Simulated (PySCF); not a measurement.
**FH11N2Si4: density, localisation and related maps**

Input file:

```
{"job": {"kind": "nmr", "xc": "PBE0", "basis": "pcSseg-1"}, "charge": 0, "multiplicity": 1}
Si    -0.427864    -0.803927     0.303073
Si    -2.009785     0.734984     1.077654
N      0.985118    -0.926716     1.292866
Si     2.397251     0.094542     1.328159
N      0.049601    -0.486721    -1.319155
Si    -0.609150     0.612370    -2.503246
F     -1.125644    -2.274065     0.457407
H     -3.299740     0.679096     0.324819
H     -2.280757     0.407979     2.512872
H     -1.463527     2.126152     1.008719
H      0.910129    -1.617478     2.036836
H      2.265991     1.073706     0.211207
H      2.521996     0.837012     2.620746
H      3.652578    -0.698191     1.144626
H      0.834153    -1.056912    -1.634323
H      0.450207     1.524681    -3.032212
H     -1.659986     1.420192    -1.818152
H     -1.221834    -0.101099    -3.665405
```

Launched as:

```sh
OMP_NUM_THREADS=1 python cluster_run.py task.json out
```

Geometry: PBE0-D3(BJ)/def2-SVP.

Theory: PySCF 2.14.0, PBE0/pcSseg-1, SCF density, gas phase, non-relativistic.

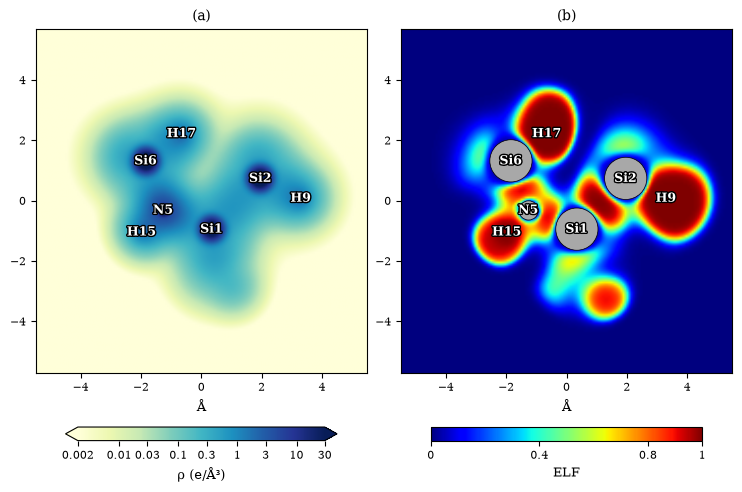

Figure 1. (a) total electron density; (b) ELF on the plane of atoms N5, Si6 and H17. Grey discs cover the atomic cores in the ELF map.

> Interpret the plot.

- Atoms in the plane: Si, N and H.
- Si–N (1.72 Å): ρ is about 1.1 e/Å³ halfway; the ELF peaks at about 0.90 between the atoms, as expected for a shared but strongly polarised pair.
- Si–Si (2.34 Å): the density is about 0.68 e/Å³ at the midpoint; the ELF peaks at about 1 between the atoms (localised, covalent bonding).
- N–H (1.02 Å): ρ at the midpoint is about 2.7 e/Å³; the ELF climbs to about 1 towards the hydrogen, as it does in any bond to H; a covalent bond by its length.
- Si–H (1.50 Å): ρ is about 0.76 e/Å³ halfway; the ELF climbs to about 1 towards the hydrogen.

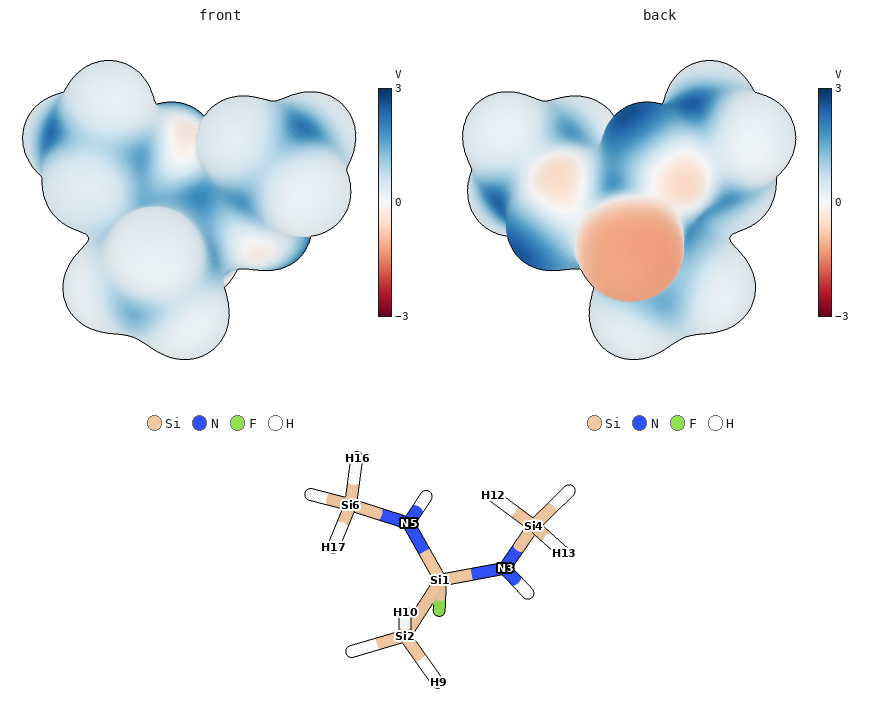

Figure 2. The electrostatic potential painted on the density surface at 0.004 e/bohr³, seen from the front and from behind; red is negative and blue positive. The bare structure is drawn below in the same view.

> Where is the surface potential most negative and most positive?

The most negative region (about −1.3 V) lies over F7, the most positive (about +2.5 V) over Si6, H11 and H15.

> How polar is the molecule by this calculation?

Its dipole moment is 1.44 D.
